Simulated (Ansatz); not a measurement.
The starting structures come from a database of crystals and need not be the phases stable at ambient conditions.

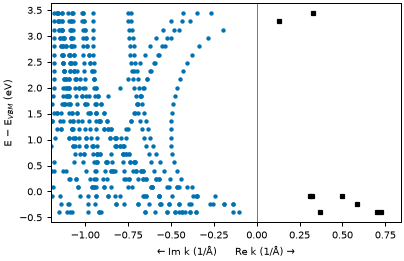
Fig. 1. Complex bands at the centre of the two-dimensional zone; r2SCAN in Ansatz (a first-principles code)

The gap is the functional's own. No spin-orbit coupling. Mid-gap values are interpolated on the energy grid.

Q: This is KBiF₆ (P-4c2, not sure to be the ambient phase, 16 atoms a cell, 18.8 Å³ an atom, -4 GPa at this level) along the normal of (110). Read off the slowest decay at the centre of the two-dimensional zone at 1.68 eV, the computed energy nearest the middle of the gap.

A: κ ≈ 0.49 1/Å, a decay length 1/(2κ) of the density of 1.0 Å.
